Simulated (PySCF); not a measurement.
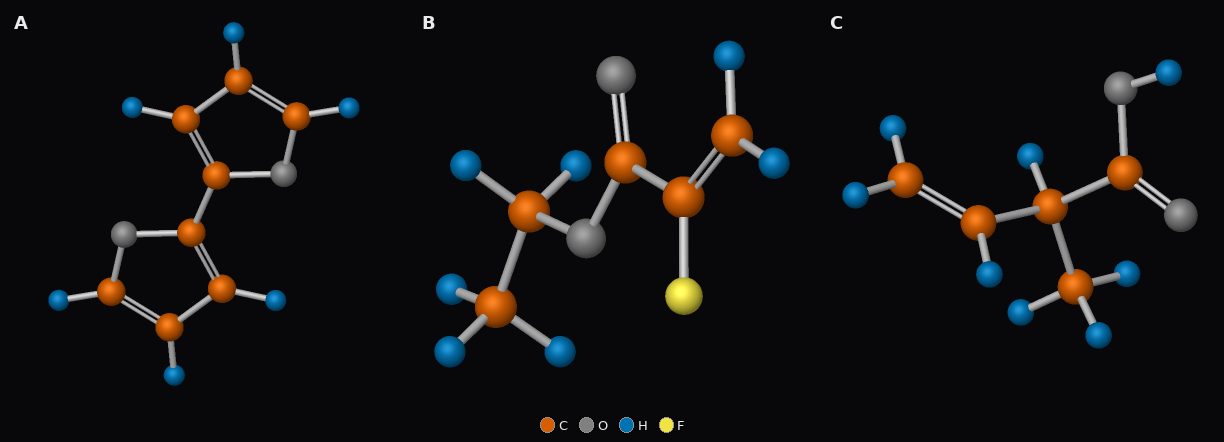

(Drawn from a calculation with PySCF.)

```xyz
15
charge 0, multiplicity 1
C     2.2512   -0.0093    0.2257
C     1.0756   -0.3296   -0.3130
C    -0.2638   -0.0502    0.3182
C    -1.1041   -1.3155    0.4443
C    -0.9764    0.9768   -0.5415
O    -1.7319    0.7208   -1.4417
O    -0.6396    2.2289   -0.2115
H     2.3157    0.4990    1.1929
H     3.1914   -0.2433   -0.2803
H     1.0383   -0.8349   -1.2865
H    -0.0926    0.4092    1.3044
H    -1.3150   -1.7325   -0.5510
H    -2.0701   -1.1038    0.9261
H    -0.5720   -2.0697    1.0408
H    -1.0992    2.8111   -0.8364
```

> Which picture belongs to the input above?

C. The file holds C5H8O2, `C=C[C@H](C)C(=O)O`.
